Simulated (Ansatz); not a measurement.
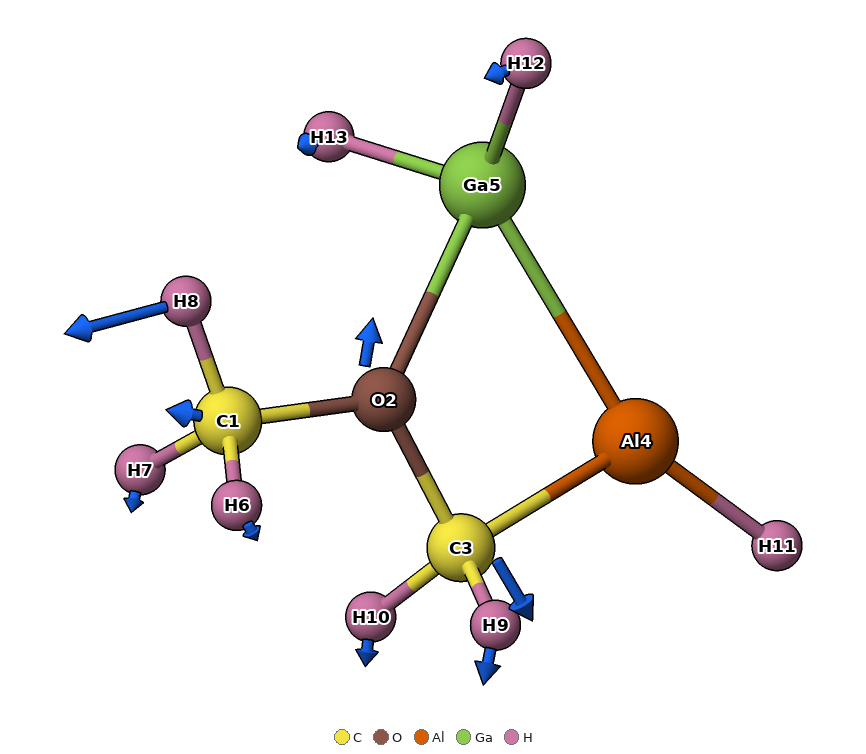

The arrows show one normal mode. Harmonic vibrations computed with RKS PBE0-D4/def2-TZVP (Ansatz 0.2.0) at a stationary point of the same level.

**Estimate its harmonic wavenumber.**

904 cm⁻¹; it is mode 16 of 33 counted from the lowest.
